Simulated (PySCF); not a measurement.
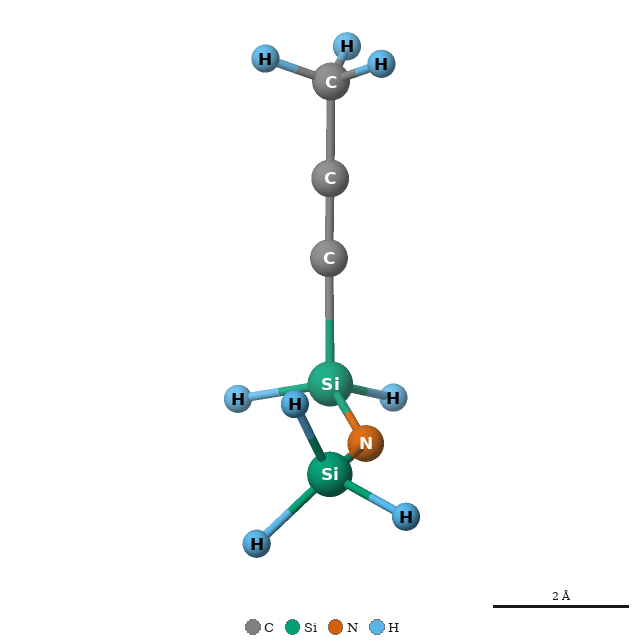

A ball-and-stick model of a molecule. Every bond is drawn as one stick, whatever its order.

Charge −1, singlet. Computed geometry: GFN2-xTB optimisation. No frequency run is at hand to confirm it as a minimum.

Give the formula.

Answer. C3H8NSi2(-), 14 atoms: 3 carbon, 8 hydrogen, 1 nitrogen and 2 silicon.

What is its SMILES?

Answer. CC#C[SiH2][N-][SiH3]

How many bonds of each kind are drawn?

Answer. 5 Si–H, 3 C–H, 2 C–C, 2 N–Si, 1 C–Si.

Does it have rings?

Answer. It has no ring.

The parts below concern this one geometry. Atoms keep their numbers from picture to picture.

Symmetry

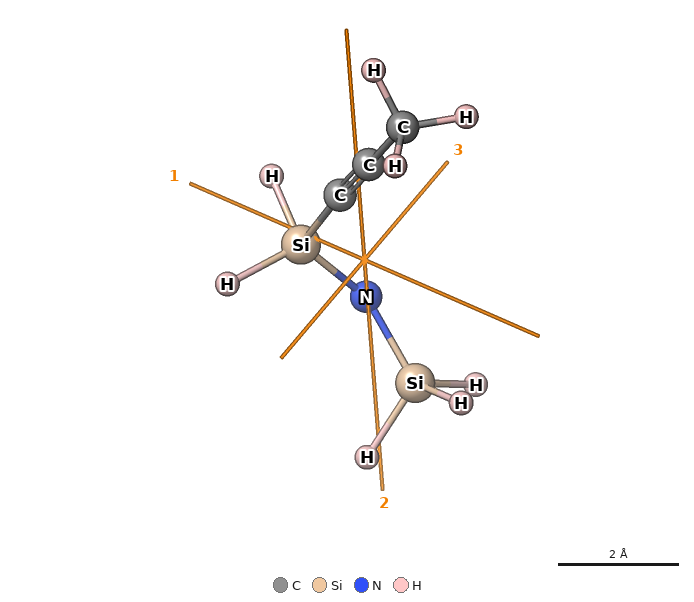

The three principal axes of inertia are drawn and numbered. Distant atoms are faded towards the background colour. No frequency run is at hand to confirm it as a minimum. Masses are those of the most abundant isotopes; constants are for the rigid equilibrium geometry.

Which line is the a axis (least moment of inertia), which b and which c?

Answer. a is line 2, b is line 1, c is line 3; the moments are 112, 566, 657 u Å².

Classify the rotor and give the rotational constants (MHz).

Answer. An asymmetric top (C1): A = 4509, B = 893, C = 769 MHz. Ray's parameter κ is −0.93, close to the prolate limit.

Quadrupole coupling

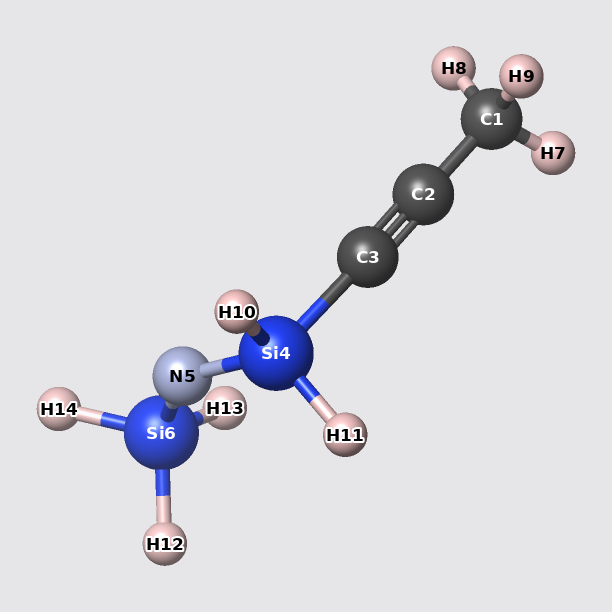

No frequency run is at hand to confirm it as a minimum. Electric field gradients from the ground-state density, PBE0/pcSseg-1 (PySCF 2.14.0), non-relativistic apart from any core potentials.

Give the largest field-gradient component, the quadrupole coupling constant and the asymmetry for 14N at N5 (Q = 20.44 mb).

| atom | V_zz (a.u.) | e²qQ/h (MHz) | η |
| --- | --- | --- | --- |
| N5 | 0.412 | 1.98 | 0.38 |

NMR shielding

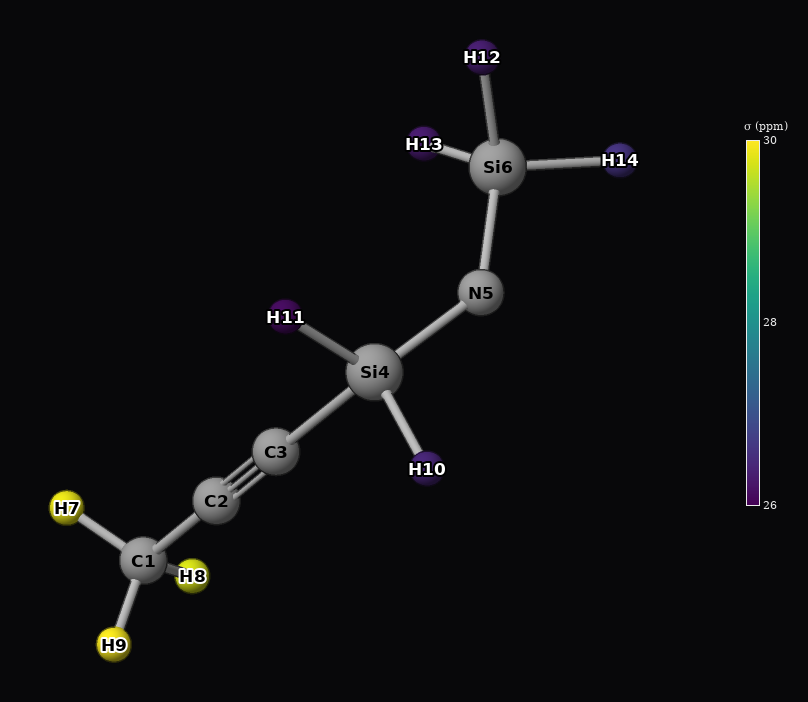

Atoms are coloured by their isotropic NMR shieldings (H only, the others grey). No frequency run is at hand to confirm it as a minimum. Level of theory: GIAO PBE0/pcSseg-1 NMR shielding, non-relativistic, gas phase (PySCF 2.14.0).

Which H atom is the most shielded (lowest chemical shift)?

Answer. H9 (29.95 ppm).

Which H atom is the least shielded (highest chemical shift)?

Answer. H11 (26.14 ppm).

How wide is the range of H shifts?

Answer. 3.81 ppm.

List the isotropic NMR shieldings of the H atoms.

| atom | σ (ppm) |
| --- | --- |
| H7 | 29.87 |
| H8 | 29.76 |
| H9 | 29.95 |
| H10 | 26.43 |
| H11 | 26.14 |
| H12 | 26.34 |
| H13 | 26.30 |
| H14 | 26.59 |

Electronic properties

No frequency run is at hand to confirm it as a minimum. Method: PBE0/def2-SVPD, gas phase (PySCF 2.14.0).

Estimate the mean static polarisability.

Answer. 113.1 bohr³.

Estimate the HOMO energy (Kohn–Sham orbital).

Answer. −1.57 eV.

The geometry is semi-empirical. Around Si such bond lengths and angles can be off by a tenth of an ångström or more and by several degrees, and values that hang on the shape move with them.
